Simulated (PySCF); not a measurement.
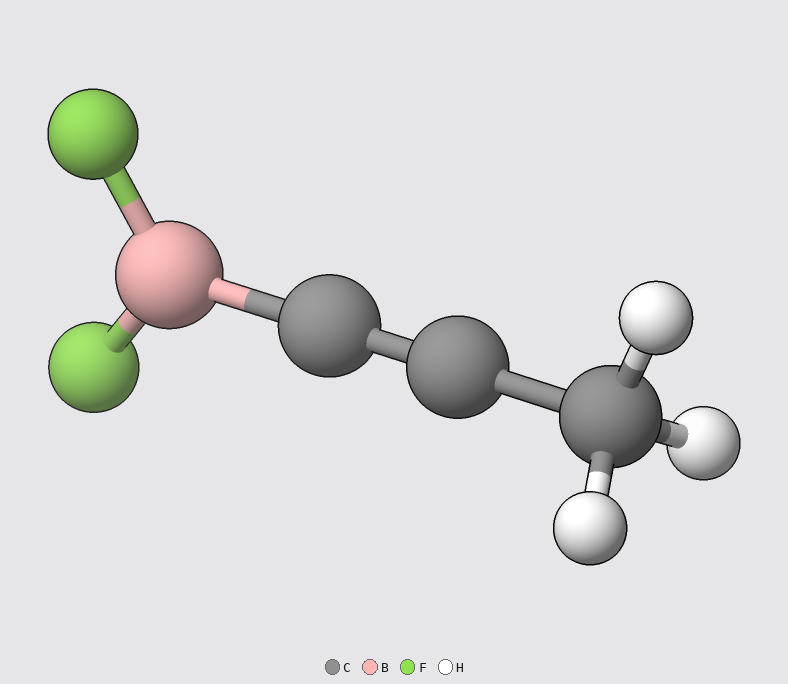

Rendered structure (ball-and-stick style).

The geometry was computed by an optimisation with GFN2-xTB. No frequency run is at hand to confirm it as a minimum.

Description:

Formula C₃H₃BF₂. SMILES: `CC#CB(F)F`. It has no ring. Among its groups: alkyne. Coordination: 1 C tetrahedral; 2 C linear; 1 B trigonal planar.

The parts below concern this one geometry. Atoms keep their numbers from picture to picture.

**NMR shielding**

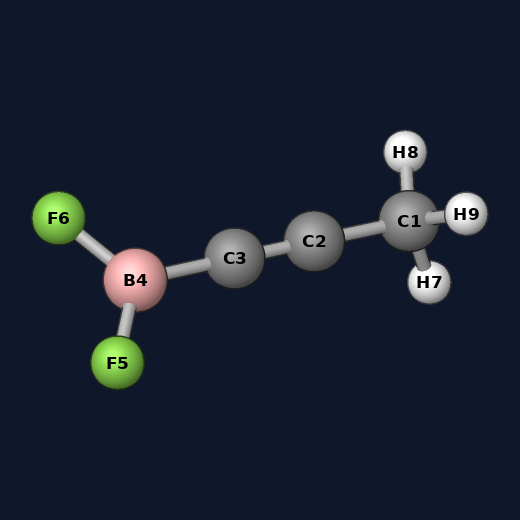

No frequency run is at hand to confirm it as a minimum. Properties computed with GIAO PBE0/pcSseg-1 NMR shielding, non-relativistic, gas phase (PySCF 2.14.0). Principal shieldings σ11 ≤ σ22 ≤ σ33, span Ω = σ33 − σ11, skew κ = 3(σiso − σ22)/Ω.

Give the shielding tensors of the B atoms.

| atom | σ11 | σ22 | σ33 | σiso | Ω | κ |
| --- | --- | --- | --- | --- | --- | --- |
| B4 | 74.3 | 87.0 | 92.8 | 84.7 | 18.6 | −0.37 |

Shieldings and span in ppm.

**Electronic properties**

No frequency run is at hand to confirm it as a minimum. Properties computed with PBE0/def2-SVPD, gas phase (PySCF 2.14.0). Excitations: vertical, linear response.

**What is the HOMO energy (Kohn–Sham orbital)?**

−8.32 eV.

**What is the brightest of the 6 lowest singlets?**

6.06 eV.

**Give the mean static polarisability at this level.**

49.4 bohr³.

**Estimate the LUMO energy (Kohn–Sham orbital).**

−1.18 eV.

**Bond orders**

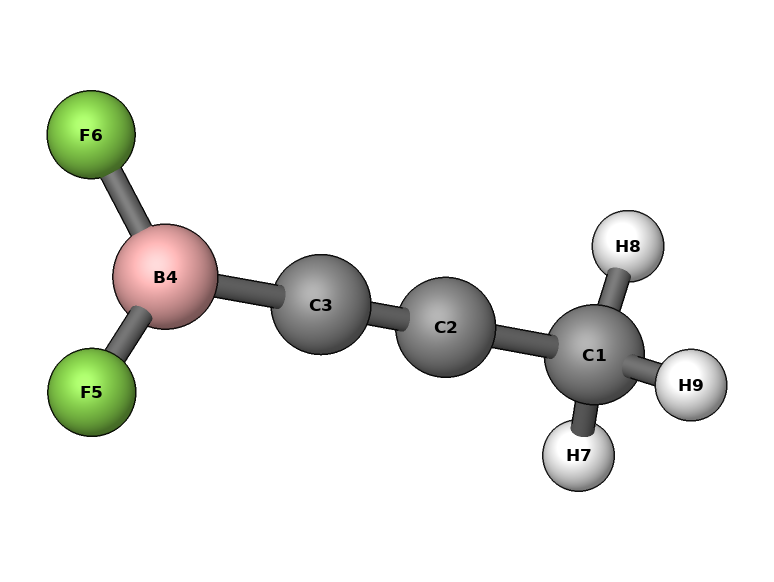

Every bond is drawn as one stick. No frequency run is at hand to confirm it as a minimum. Computed with PBE0/pcSseg-1 (PySCF 2.14.0).

List the Mayer bond orders of C1–C2, C1–H7, C1–H8, C1–H9, C2–C3, C3–B4, B4–F5, B4–F6. Atoms whose distances differ by more than 0.02 Å in this geometry are listed apart.

| bond | Mayer order | length (Å) |
| --- | --- | --- |
| C1–C2 | 1.18 | 1.439 |
| C1–H7 | 0.92 | 1.089 |
| C1–H8 | 0.92 | 1.089 |
| C1–H9 | 0.92 | 1.090 |
| C2–C3 | 2.55 | 1.207 |
| C3–B4 | 1.07 | 1.507 |
| B4–F5 | 1.13 | 1.320 |
| B4–F6 | 1.13 | 1.320 |

The geometry is semi-empirical. Around B such bond lengths and angles can be off by a tenth of an ångström or more and by several degrees, and values that hang on the shape move with them.
